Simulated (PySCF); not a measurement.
# C5H9O3: EPR calculation

C5H9O3, multiplicity 2, computed with UKS B3LYP, pcH-1 on C H O, non-relativistic, mean-field spin-orbit, GIAO (PySCF 2.14.0).

It belongs to a series of runs on one base structure; here: H added to acyl C.

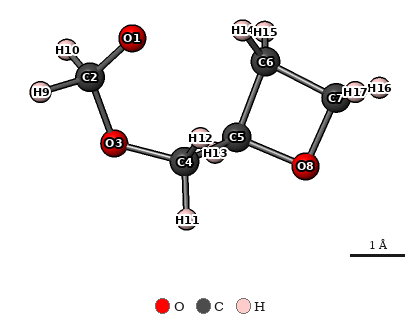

Fig. 1: The structure (ball-and-stick view, seen at a tilt; atoms are numbered from 1 in the order of the input).

## The input
```
{"job": {"kind": "epr", "basis": "pcH-1"}, "charge": 0, "multiplicity": 2}
O      1.889415     1.195304     0.560175
C      2.345061     0.007786     0.551189
O      1.744199    -0.967606    -0.296290
C      0.681233    -0.528156    -1.093374
C     -0.690109    -0.728161    -0.412988
C     -1.165912     0.396582     0.515657
C     -2.220736     0.646198    -0.564610
O     -1.758841    -0.479965    -1.320069
H      3.438129    -0.054866     0.283453
H      2.343087    -0.476983     1.568147
H      0.693861    -1.132972    -2.004092
H      0.807963     0.534501    -1.334680
H     -0.728742    -1.746188    -0.007695
H     -0.447301     1.195077     0.674194
H     -1.563700     0.053305     1.467005
H     -3.263047     0.519869    -0.262246
H     -2.111560     1.578306    -1.125345
```

The first line tells a small driver script what to run in PySCF; the rest is the geometry in Å.

Machine: 1 CPU thread, shared host.

Launch command:
```bash
OMP_NUM_THREADS=1 python <driver script> task.json out
```

## The program's output
```
UKS, coarse grid
  cycle   1  E = -421.29589083  |g| = 7.61e-01
  cycle   2  E = -420.63620186  |g| = 1.49e+00
  cycle   3  E = -421.44781380  |g| = 4.06e-01
  cycle   4  E = -421.50377092  |g| = 2.14e-01
  cycle   5  E = -421.51880509  |g| = 7.15e-02
  cycle   6  E = -421.52028564  |g| = 4.56e-02
  cycle   7  E = -421.52099166  |g| = 2.32e-02
  cycle   8  E = -421.52121942  |g| = 8.70e-03
  cycle   9  E = -421.52125574  |g| = 2.01e-03
  cycle  10  E = -421.52125822  |g| = 7.07e-04
UKS, final grid
  cycle   1  E = -421.52129071  |g| = 1.18e-03
  cycle   2  E = -421.52128792  |g| = 3.06e-03
  cycle   3  E = -421.52129142  |g| = 2.58e-04
  cycle   4  E = -421.52129147  |g| = 1.37e-04
  cycle   5  E = -421.52129156  |g| = 7.83e-05
  cycle   6  E = -421.52129158  |g| = 3.79e-05
  cycle   7  E = -421.52129159  |g| = 2.56e-05
E = -421.52129159 Eh   <S^2> = 0.7555 (exact 0.7500)
g shifts (ppm)      1          2          3
  rmc          -262       -262       -262
  gc             -8         38         47
  oz_so           0       6259      17834
  total        -269       6035      17619
hyperfine (MHz)  atom isotope    a_iso     a_fc   dipolar eigenvalues
    0   17O     -41.12     -41.12   -201.06     99.35    101.70
    1   13C     -66.92     -66.92     -8.21      2.33      5.88
    2   17O      -2.93      -2.93    -31.79     15.62     16.17
    3   13C      -5.98      -5.98     -1.49      0.29      1.20
    4   13C      12.19      12.19     -1.99     -1.35      3.34
    5   13C       0.18       0.18     -0.79     -0.28      1.07
    6   13C      -0.29      -0.29     -0.25     -0.08      0.33
    7   17O      -0.69      -0.69     -2.81      1.32      1.50
    8    1H     371.36     371.36     -7.91     -4.75     12.66
    9    1H     385.20     385.20     -8.12     -4.52     12.63
   10    1H       5.31       5.31     -2.02     -1.39      3.41
   11    1H      10.59      10.59     -4.95     -2.51      7.46
   12    1H       1.03       1.03     -1.57     -0.91      2.48
   13    1H       0.19       0.19     -4.67     -4.02      8.69
   14    1H       0.08       0.08     -1.23     -1.17      2.40
   15    1H       0.03       0.03     -0.59     -0.44      1.03
   16    1H      -0.18      -0.18     -0.83     -0.59      1.42
```

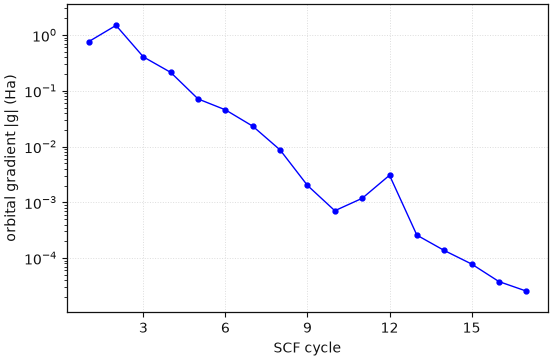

Fig. 2: Convergence of the self-consistent field: orbital gradient |g| against the SCF cycle. All cycles printed in the log are drawn one after another.

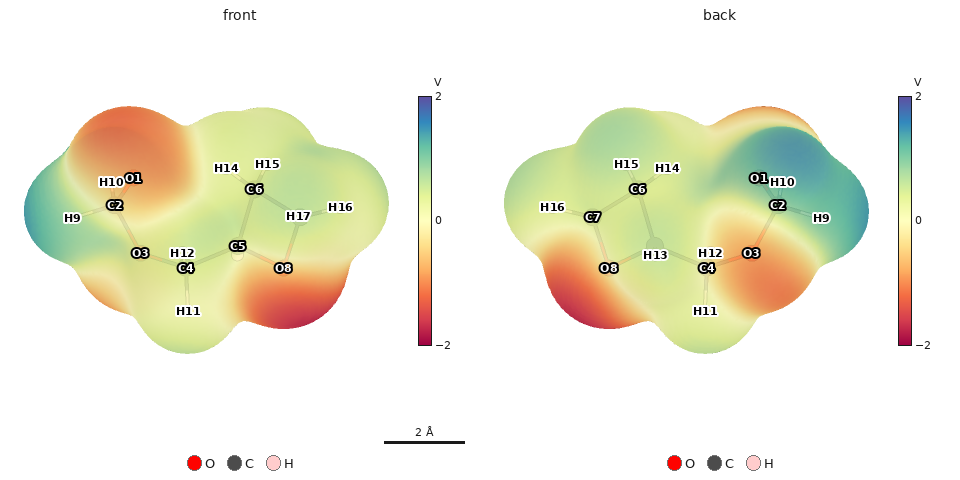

Fig. 3: The molecular electrostatic potential painted on the density surface at 0.002 e/bohr³, seen face on and from behind; the colour scale runs from red (negative) to blue (positive).

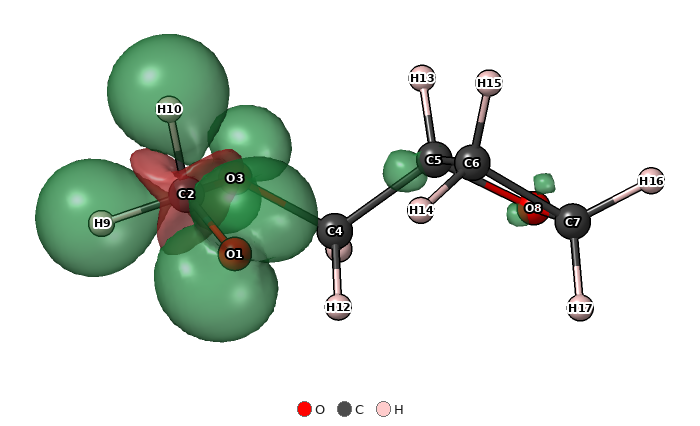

Fig. 4: Isosurfaces of the spin density (α minus β) at +0.02 (green) and −0.02 e/Å³ (red), seen from the side. The unpaired spin (1 electron) lies mostly on O1 (about 0.6), H10 (about 0.1), H9 (about 0.1), C2 (about 0.1) and O3 (about 0.1), in electrons by Hirshfeld's partition.

## Summary

```csv
quantity,value
outcome,converged
total energy,−421.521292 hartree
⟨S²⟩,0.756
isotropic g,2.0101
wall time,79 s
peak memory,1.1 GiB
```
